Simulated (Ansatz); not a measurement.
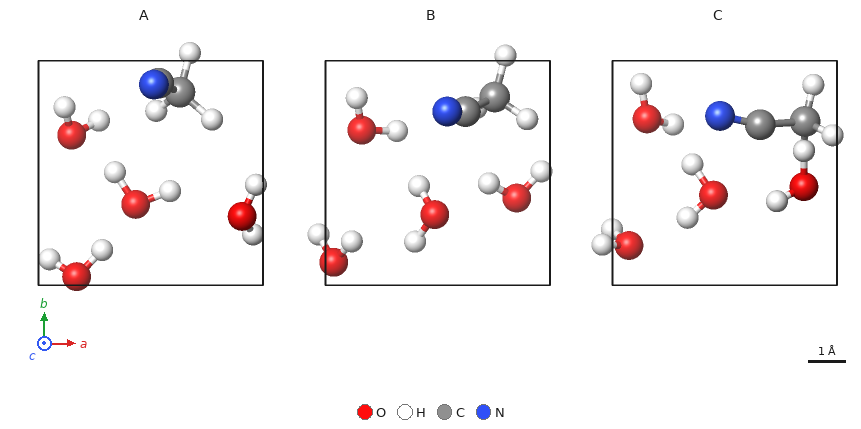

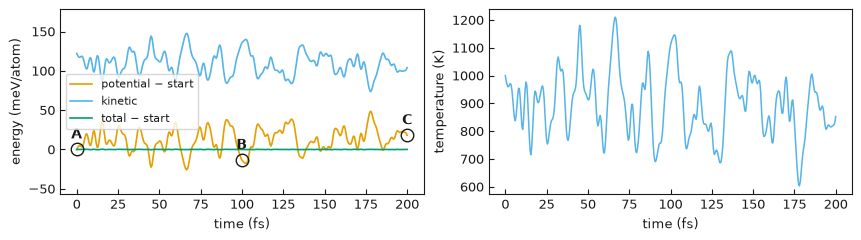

Molecular dynamics of a periodic cell with 4 H2O + 1 CH3CN at 0.825 g/cm³, 200 fs long. It starts from the last geometry of an earlier run, with fresh velocities. Frames (A at 0 fs, B at 100 fs, C at 200 fs) and the history of the run. A ball-and-stick model of the simulation cell, seen along the c axis. Atoms that leave the cell re-enter on the other side.

All numbers below come from DFT PBE-D3(BJ), scalar-relativistic, plane waves, PAW (Ansatz). Set-up: plane-wave cutoff 420 eV; k-point mesh 1 × 1 × 1; Fermi-Dirac smearing 0.05 eV; low-accuracy preset; constant energy (NVE); velocities drawn for 1000 K; time step 0.5 fs.

Question: Describe the run.

Answer: Over the second half the temperature averages 881 K (spread ±113 K). The potential energy in the second half lies on average 14.5 meV per atom above the first frame. In the second half of the run the atoms are, in the root-mean-square, this far from where they began (common drift taken out): H 1.73 Å, C 1.22 Å, N 1.03 Å, O 0.86 Å. The molecules turn and drift from their places.

Limits of the set-up: the program's low-accuracy preset was used; the periodic images lie only 6.1 Å apart, so the values are limited by the cell's size.
